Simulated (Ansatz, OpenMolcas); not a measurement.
## BH2Cl− (SMILES [BH2-]Cl): methods side by side

BH2Cl− has 4 atoms, charge -1, and is taken as a doublet. SMILES: `[BH2-]Cl`. The shape is that of a GFN2-xTB optimisation.

```xyz
4

B    -0.0727   -0.1943   -0.3373
Cl    1.3902    0.0624    0.8848
H    -0.9640   -0.7526    0.2646
H    -0.3535    0.8845   -0.8121
```

Quantity: the energy change with the B1–H4 bond stretched from 1.212 to 1.515 Å, in eV. The values are calculated.

| level | kind | program | value (eV) | less FCI/STO-3G | CPU time (all runs) |
| --- | --- | --- | --- | --- | --- |
| ROHF/STO-3G | Hartree–Fock | OpenMolcas | 1.19 | +0.29 | 4.4 s |
| UPBE/STO-3G | GGA | Ansatz | 0.87 | -0.03 | 2.5 s |
| U-r2SCAN/STO-3G | meta-GGA | OpenMolcas | 0.95 | +0.05 | 13 s |
| UBHLYP/STO-3G | global hybrid | Ansatz | 1.07 | +0.17 | 2.2 s |
| UM06-2X/STO-3G | hybrid meta-GGA | OpenMolcas | 1.02 | +0.12 | 12 s |
| UCAM-B3LYP/STO-3G | range-separated hybrid | Ansatz | 1.00 | +0.10 | 3 s |
| UHSE06/STO-3G | range-separated hybrid | Ansatz | 0.99 | +0.09 | 3.5 s |
| UMP2/STO-3G | perturbation theory | Ansatz | 1.02 | +0.12 | 0.18 s |
| FCI/STO-3G | exact in the basis | Ansatz | 0.90 | 0.00 | 0.51 s |

FCI/STO-3G is exact within its basis and frozen core, so for wave-function methods in that basis the difference is their error; functionals converge differently with the basis, so for them it is only a difference. Where it was recorded, the anion's HOMO is positive in U-r2SCAN/STO-3G, UM06-2X/STO-3G: a fault of the level (basis or self-interaction), which says nothing on whether the real anion is bound. Sets without diffuse functions describe the anion poorly. The first shape isn't each level's own minimum. The values span 0.87 to 1.19 eV. All rows use very small basis sets, so none should be taken for the real molecule's value. In so small a basis fixed costs decide the times, and correlated methods can beat functionals. Times are those of the runs behind each value, whatever else they computed, on shared processors of several kinds: orders of magnitude only.

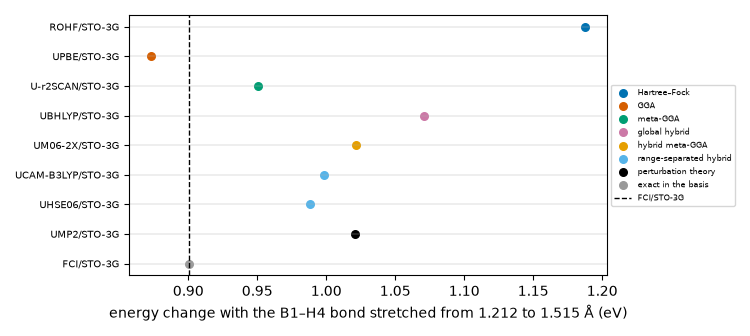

The values of the table, level by level.
